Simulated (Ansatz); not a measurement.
CH$_{6}$FGaN (SMILES C[NH2+][GaH][F]) (charge +1)

Input file:

```
crystal:
  periodic: [false, false, false]
  atoms:
    - {symbol: C, position_ang: [-1.574817, 0.394384, -0.892347]}
    - {symbol: F, position_ang: [0.980354, 1.019319, -2.486069]}
    - {symbol: Ga, position_ang: [0.986011, -0.640782, -2.005077]}
    - {symbol: "N", position_ang: [-0.485416, -0.605576, -0.607313]}
    - {symbol: H, position_ang: [-1.120259, 1.382349, -1.030650]}
    - {symbol: H, position_ang: [-2.288498, 0.413212, -0.058407]}
    - {symbol: H, position_ang: [-2.094635, 0.103933, -1.814507]}
    - {symbol: H, position_ang: [-0.056924, -0.379952, 0.301382]}
    - {symbol: H, position_ang: [-0.890465, -1.541229, -0.474637]}
    - {symbol: H, position_ang: [1.745275, -1.922652, -2.358268]}
basis:
  gaussian:
    orbitals: def2-TZVPD
total_charge: 1
hamiltonian:
  xc: {name: PBE0}
output:
  forces: true
  orbitals: {seedname: orbitals}
```

Command:

```sh
ansatz run input.yaml --threads 2 --pin off --max-ram 4350MiB --events-out events.jsonl --progress --plain --runs-dir runs
```

Geometry: B3LYP-D3(BJ)/def2-SVP.

Theory: Ansatz, isolated molecule in a Gaussian basis; Kohn-Sham density functional theory, functional PBE0.

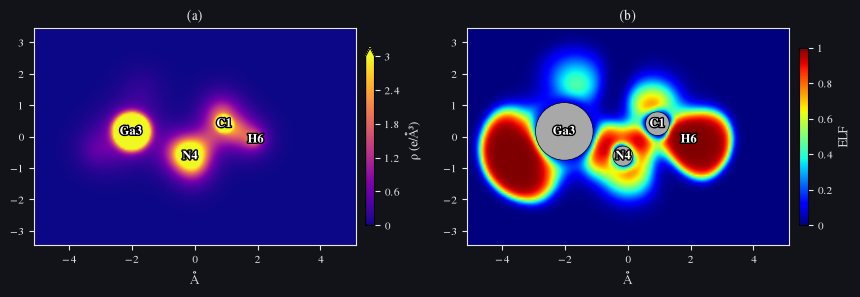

Figure 1. (a) electron density; (b) ELF on the plane of atoms N4, C1 and H6. Grey discs cover the atomic cores in the ELF map.

Question: What do the fields say about this system?

Answer: The plane passes through C, Ga, N and H nuclei. C–N (1.51 Å): ρ at the midpoint is about 1.7 e/Å³; the ELF peaks at about 0.90 between the atoms (localised, covalent bonding). Ga–N (2.03 Å): the density is about 0.64 e/Å³ at the midpoint; the ELF peaks at about 0.95 in the valence shell of N, 0.6 Å from its nucleus, and is about 0.45 at the midpoint. C–H (1.10 Å): ρ at the midpoint is about 2.1 e/Å³; the ELF climbs to about 1 towards the hydrogen, as it does in any bond to H (an ordinary covalent bond to hydrogen).

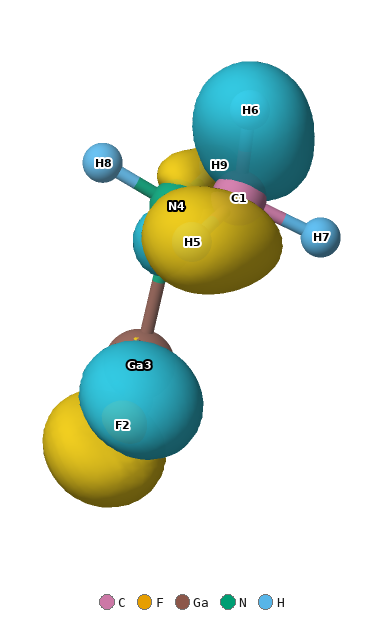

Figure 2. The HOMO−1 at ±0.15 Å⁻³ᐟ² (yellow and cyan are the two phases), seen at an oblique angle.

Question: Describe this orbital and give its energy.

Answer: By Hirshfeld shares it lies mainly on F2 (about 50 %), C1 (about 20 %), Ga3 (about 10 %), H6 (about 10 %) and H5 (about 10 %). Its energy is −15.85 eV.
